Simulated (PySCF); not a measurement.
Vertical excitations of a molecule C4H5F3 from TDA-PBE/def2-SVPD run with PySCF 2.14.0, as energy in eV (oscillator strength): 7.07 (0.005), 7.39 (0.001), 7.58 (0.446), 7.90 (0.025), 7.91 (0.000), 8.00 (0.000), 8.05 (0.001), 8.47 (0.000), 8.49 (0.028), 8.71 (0.045). Lowest triplet (TDA): 4.37 eV. The structure is a stationary point at PBE0-D3(BJ)/def2-SVP. Other conformers were not sampled.

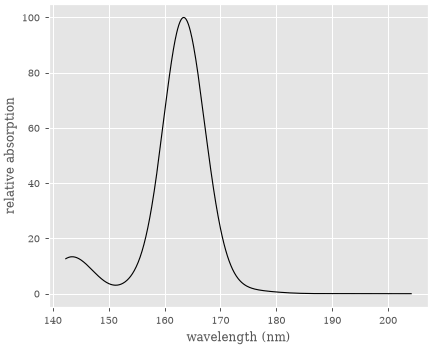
*The lines broadened by 0.4 eV.*

### Question
Identify the compound among the candidates.
A) C=C(F)C(C)(F)F
B) C=CCC(F)(F)F
C) C=C(C)C(F)(F)F
D) C[C@@H]1[C@@H](F)C1(F)F

### Answer
C, C=C(C)C(F)(F)F
